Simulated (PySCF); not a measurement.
# CH₆GeO₂, one molecule: structure

Wanted: the structure for `[CH3][GeH]([OH])[OH]`.

Programs: PySCF 2.14.0. All values are calculated, for the isolated system unless a continuum is named. Atoms count from 0, parts from 1.

## 1. Starting point

10 atoms, charge 0, multiplicity 1; geometry: GFN2-xTB.

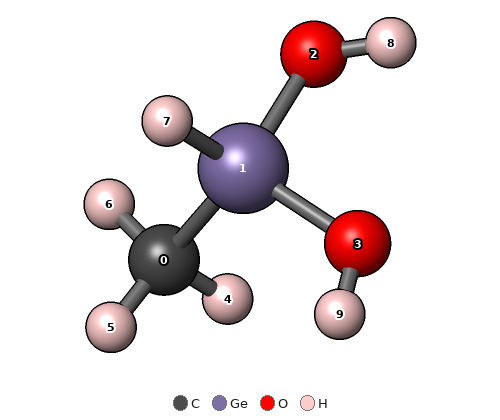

The starting geometry (carbon dark grey, germanium purple, oxygen red, hydrogen pink), atoms numbered.

## 2. Optimising the geometry at PBE0-D3(BJ)/def2-SVPD

What the job is given:

```
{"job": {"xc": "PBE0", "basis": "def2-SVPD", "d3": "d3bj", "grid": 2, "kind": "geom"}, "charge": 0, "multiplicity": 1}
C     -1.420660     0.202229    -0.268281
Ge     0.483489     0.275393     0.245853
O      1.433529     0.609682    -1.166672
O      1.111253    -1.289457     0.753792
H     -1.582319    -0.642396    -0.932910
H     -2.069015     0.097567     0.596624
H     -1.694983     1.109621    -0.794619
H      0.839216     1.288948     1.319380
H      2.210830     0.060680    -1.249118
H      0.688660    -1.712267     1.495953
```

Launch:

```sh
$ OMP_NUM_THREADS=1 python cluster_run.py task.json out
```

This one command runs all jobs of the session in turn.

What it wrote:

```text
step   0  E = -2268.36390170  max force = 0.028492
step   1  E = -2268.36613755  max force = 0.011668
step   2  E = -2268.36671687  max force = 0.003035
step   3  E = -2268.36677688  max force = 0.000741
step   4  E = -2268.36681779  max force = 0.001217
step   5  E = -2268.36688853  max force = 0.002782
step   6  E = -2268.36702935  max force = 0.004447
step   7  E = -2268.36722980  max force = 0.005532
step   8  E = -2268.36743311  max force = 0.003742
step   9  E = -2268.36775291  max force = 0.002232
step  10  E = -2268.36781104  max force = 0.001598
step  11  E = -2268.36800898  max force = 0.001549
step  12  E = -2268.36807566  max force = 0.002781
step  13  E = -2268.36821483  max force = 0.002353
step  14  E = -2268.36832073  max force = 0.001256
step  15  E = -2268.36834362  max force = 0.000320
step  16  E = -2268.36835200  max force = 0.000522
step  17  E = -2268.36835622  max force = 0.000235
optimisation converged
```

Wall time 4.6 min (1 thread of Arm Neoverse N1, shared host); peak memory 0.65 GiB.

Relaxation path:

```
step  energy from step 0 (eV)  largest force component (eV/Å)
   0                   0.0000                          1.4651
   1                  -0.0608                          0.6000
   2                  -0.0766                          0.1561
   3                  -0.0782                          0.0381
   4                  -0.0794                          0.0626
   5                  -0.0813                          0.1431
   6                  -0.0851                          0.2287
   7                  -0.0906                          0.2845
   8                  -0.0961                          0.1924
   9                  -0.1048                          0.1148
  10                  -0.1064                          0.0822
  11                  -0.1118                          0.0797
  12                  -0.1136                          0.1430
  13                  -0.1174                          0.1210
  14                  -0.1202                          0.0646
  15                  -0.1209                          0.0165
  16                  -0.1211                          0.0268
  17                  -0.1212                          0.0121
```

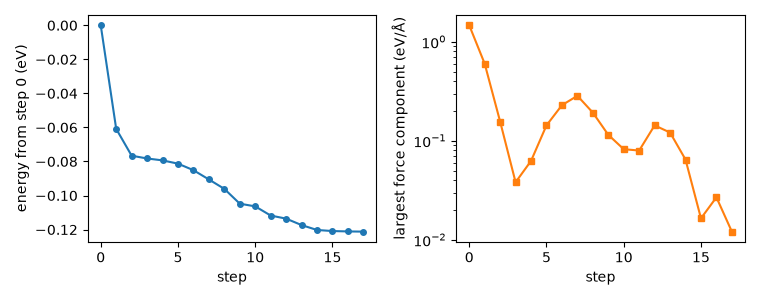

Energy and largest force along the relaxation.

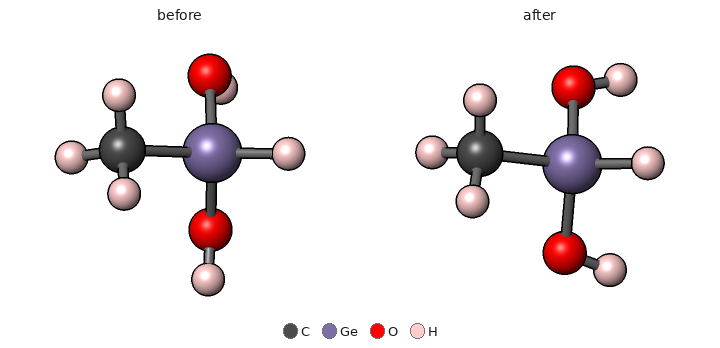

The geometry before (left) and after (right).

Distances of close pairs at the start and the end, largest changes first:

```
  bond  before (Å)  after (Å)  change (Å)
Ge1–O2       1.735      1.789      +0.054
C0–Ge1       1.974      1.920      -0.053
Ge1–O3       1.761      1.788      +0.027
Ge1–H7       1.519      1.543      +0.025
 C0–H6       1.084      1.098      +0.013
 C0–H5       1.086      1.098      +0.012
 C0–H4       1.087      1.098      +0.011
 O3–H9       0.953      0.960      +0.007
```

Final coordinates:

```
C    -1.34321    0.09043   -0.46317
Ge    0.43940    0.19080    0.24431
O     1.50481    0.49415   -1.16028
O     0.76934   -1.42099    0.94458
H    -1.36895   -0.68170   -1.24369
H    -2.05286   -0.18087    0.32909
H    -1.63888    1.05145   -0.90316
H     0.73560    1.25921    1.31806
H     2.41132    0.72794   -0.94757
H     1.57626   -1.49136    1.45982
```

```
                         at the end point                value
rotational constants (GHz, main isotopes)  5.357, 5.310, 3.288
                        dipole moment (D)                 1.93
```

## 3. Summary of results

```
                            quantity                 value
rotational constants (main isotopes)  5.36, 5.31, 3.29 GHz
```

**Reading.** Relaxing lowered the energy by 0.121 eV in 17 steps; the close pair that moved most is Ge1–O2, from 1.735 to 1.789 Å.
